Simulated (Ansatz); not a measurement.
# GeH₄S (triplet): correlated methods under varied settings at distance Ge1–H5 along a hydrogen transfer = 1.600 Å

Aim: run GeH₄S (triplet) at one geometry under a spread of methods and options, and see what each costs and gives.

Program: Ansatz 0.2.0, Gaussian basis. Level of theory: the settings change from run to run. These are calculated values, not measurements.

8 further runs of the same task are left out: 7 that didn't finish, 1 set aside as unsound or not needed.

### 1 The geometry

The geometry derives from fragments relaxed apart (PBE0/def2-TZVP) and kept rigid, so it is no stationary point. A hydrogen atom is moved between rigid fragments. No spin-orbit coupling is included. The filled d shell of Ge may be among the frozen orbitals whatever the setting's name suggests; the logs give the count.

6 atoms, charge 0, spin multiplicity 3.

Atoms are counted from 1 here; the program's logs count them from 0.

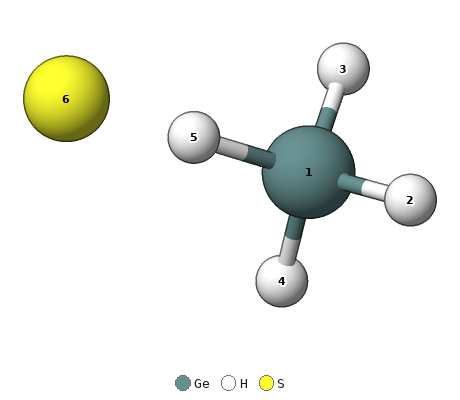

The structure; germanium teal, hydrogen white, sulfur yellow; atoms are numbered from 1 in the order of the file.

Coordinates:

```xyz
6
charge 0, multiplicity 3
Ge   -0.99644    0.00000    0.00000
H    -1.50789    1.44660    0.00000
H    -1.50789   -0.72330    1.25279
H    -1.50789   -0.72330   -1.25279
H     0.60356    0.00000    0.00000
S     2.38056    0.00000    0.00000
```

### 2 BCCD on UHF/6-31G*

Contents of in.yaml:

```yaml
crystal:
  periodic: [false, false, false]
  atoms:
    - {symbol: Ge, position_ang: [-0.996440, 0.000000, 0.000000]}
    - {symbol: H, position_ang: [-1.507890, 1.446599, 0.000000]}
    - {symbol: H, position_ang: [-1.507890, -0.723300, 1.252792]}
    - {symbol: H, position_ang: [-1.507890, -0.723299, -1.252792]}
    - {symbol: H, position_ang: [0.603560, 0.000000, 0.000000]}
    - {symbol: S, position_ang: [2.380560, 0.000000, 0.000000]}
basis:
  gaussian: {orbitals: "6-31G*", fitting: {mean_field: def2-universal-jkfit}}
magnetization: {spin_polarized: true, initial_magnetization: 2}
correlation: {method: bccd, electrons: outside_noble_gas}
accuracy: high
scf: {lower_state_search: off}
```

Started as:

```bash
> ansatz run in.yaml --threads 1 --pin off --events-out ev --progress --plain --max-ram 2393MiB
```

Log, cut to the lines that bear on the results:

```text
Functional definition: HF
  name "HF"
  cite "Fock, Z. Phys. 61, 126 (1930) doi:10.1007/BF01340294"
  parent pbe
[...]
466 factors; integrals over basis functions are off by at most 9.2e-2 eV
[...]
mean field -67343.53066582 eV, -2474.8291048842 hartree, gradient 1.8e-8 eV, S^2 2.019647; 0 other end points of the search recorded, 0 dependent functions left out
19 core orbitals not correlated: weight in the atoms' cores, before any rotation towards them, 1.000 or more for the frozen orbitals, at most 0.000 for the correlated occupied ones
reference -67343.53066582 eV, -2474.8291048842 hartree; 8, 6 occupied and 35, 37 virtual orbitals, 466 factors
second order -4.64222757 eV of doubles, -0.00000000 eV of singles
cycle   1  -5.48478995 eV  change   -8.4e-1 eV  update   7.1e-2
[...]
cycle  20  -5.80357486 eV  change  -7.4e-10 eV  update   1.5e-9
Total energy: -67349.33424067 eV, -2475.0423823264 hartree
Checks for a lower state left out: stability, starts, cluster_reference, orbital_swaps, neighbouring_geometries, increment
```

Run time: 1.5 s. Hardware: 1 thread of Intel Xeon 6975P-C, shared host.

From the report: ⟨S²⟩ of the determinant 2.020 (pure triplet: 2.00); correlation -5.8036 eV; largest double amplitude 0.04.

### 3 HF/6-31G*

in.yaml: that of step 2 with these lines changed.

```diff
@@ -10,6 +10,5 @@
 basis:
-  gaussian: {orbitals: "6-31G*", fitting: {mean_field: def2-universal-jkfit}}
-magnetization: {spin_polarized: true, initial_magnetization: 2}
-correlation: {method: bccd, electrons: outside_noble_gas}
-accuracy: high
-scf: {lower_state_search: off}
+  gaussian: {orbitals: "6-31G*"}
+magnetization: {spin_polarized: false, initial_magnetization: 2}
+hamiltonian: {xc: hf}
+output: {orbitals: {seedname: orbitals}}
```

The command is unchanged.

Log:

```text
Functional definition: HF
  name "HF"
  cite "Fock, Z. Phys. 61, 126 (1930) doi:10.1007/BF01340294"
  parent pbe
  exchange = exact_x
  correlation = 0
604 factors; integrals over basis functions are off by at most 4.2e-4 eV
mean field evaluation 1: about -67342.2540 eV, gradient 1.1e1 eV
mean field evaluation 2: about -67342.2737 eV, gradient 1.1e1 eV
mean field evaluation 4: about -67343.3090 eV, gradient 2.3e0 eV
mean field evaluation 8: about -67343.3642 eV, gradient 2.9e-1 eV
mean field evaluation 16: about -67343.3657 eV, gradient 4.3e-6 eV
mean field evaluation 32: about -67343.3657 eV, gradient 4.5e-4 eV
mean field evaluation 64: about -67342.4470 eV, gradient 9.7e-1 eV
mean field evaluation 96: about -67343.3542 eV, gradient 6.8e-1 eV
mean field evaluation 128: about -67343.1427 eV, gradient 4.9e0 eV
mean field -67343.36572725 eV, -2474.8230435038 hartree, gradient 4.5e-6 eV, S^2 2.000000; 7 other end points of the search recorded, 0 dependent functions left out
reference -67343.36572725 eV, -2474.8230435038 hartree; 27, 25 occupied and 35, 37 virtual orbitals, 604 factors
Total energy: -67343.36572725 eV, -2474.8230435038 hartree
```

It took 2.3 s on 1 thread of Intel Xeon 6975P-C, shared host.

### 4 BCCD on ROHF/cc-pVDZ

in.yaml: that of step 3 with these lines changed.

```diff
@@ -10,5 +10,5 @@
 basis:
-  gaussian: {orbitals: "6-31G*"}
+  gaussian: {orbitals: cc-pVDZ}
 magnetization: {spin_polarized: false, initial_magnetization: 2}
-hamiltonian: {xc: hf}
-output: {orbitals: {seedname: orbitals}}
+correlation: {method: bccd, electrons: outside_noble_gas, diis_vectors: 2}
+output: {forces: true}
```

Same command.

Log, cut to the lines that bear on the results:

```text
Functional definition: HF
  name "HF"
  cite "Fock, Z. Phys. 61, 126 (1930) doi:10.1007/BF01340294"
  parent pbe
[...]
693 factors; integrals over basis functions are off by at most 9.9e-4 eV
[...]
mean field -67351.09506546 eV, -2475.1070914439 hartree, gradient 2.0e-6 eV, S^2 2.000000; 11 other end points of the search recorded, 0 dependent functions left out
[...]
determinant -67351.09506546 eV, -2475.1070914439 hartree, with singles and doubles -67358.22001782 eV, -2475.3689286137 hartree
determinant -67350.18068615 eV, -2475.0734886238 hartree, with singles and doubles -67357.24783887 eV, -2475.3332016962 hartree
19 core orbitals not correlated: weight in the atoms' cores, before any rotation towards them, 0.999 or more for the frozen orbitals, at most 0.000 for the correlated occupied ones
reference -67351.09506546 eV, -2475.1070914439 hartree; 8, 6 occupied and 38, 40 virtual orbitals, 693 factors
second order -5.76172699 eV of doubles, -0.09997601 eV of singles
cycle   1  -7.12544740 eV  change   -5.0e-4 eV  update   4.3e-3
[...]
cycle   5  -7.12271152 eV  change   3.5e-11 eV  update  9.6e-10
[...]
Total energy: -67358.21777699 eV, -2475.3688462644 hartree
Atom 0 at    -0.996440     0.000000     0.000000 Å, force    -0.312517    -0.024489    -0.000000 eV/Å
Atom 1 at    -1.507890     1.446599     0.000000 Å, force     0.017310     0.159434     0.000000 eV/Å
Atom 2 at    -1.507890    -0.723300     1.252792 Å, force     0.008568    -0.070936     0.132484 eV/Å
Atom 3 at    -1.507890    -0.723299    -1.252792 Å, force     0.008568    -0.070936    -0.132484 eV/Å
Atom 4 at     0.603560     0.000000     0.000000 Å, force    -0.659298     0.000992     0.000000 eV/Å
Atom 5 at     2.380560     0.000000     0.000000 Å, force     0.937369     0.005934    -0.000000 eV/Å
Dipole moment:    -0.208696     0.000452    -0.000000 e Å
```

Wall time 19 s (1 thread of Intel Xeon 6975P-C, shared host); peak memory 0.35 GiB.

From the report: correlation -7.1227 eV; largest double amplitude 0.04.

### 5 All runs side by side

Where basis and cores are those of an earlier UCCSDT(Q)/cc-pVDZ run (-67358.3905 eV), and the state is the same kind, the miss against it is given.

```tsv
level	correlated	functions	energy (eV)	from UCCSDT(Q) (meV)	time
BCCD on UHF/6-31G*	outside noble gas	62	-67349.3342		1.5 s
HF/6-31G*		62	-67343.3657		2.3 s
BCCD on ROHF/cc-pVDZ	outside noble gas	65	-67358.2178	172.7	19 s
```

### 6 Outcome

| quantity | value |
| --- | --- |
| runs | 3 |
| quickest | BCCD on UHF/6-31G*, 1.5 s |
| slowest | BCCD on ROHF/cc-pVDZ, 19 s |

What this shows: Total energies in different bases, with other cores or another treatment of relativity can't be set against each other. BCCD on ROHF/cc-pVDZ took 12 times as long as BCCD on UHF/6-31G*; the jobs differ in more than the method.
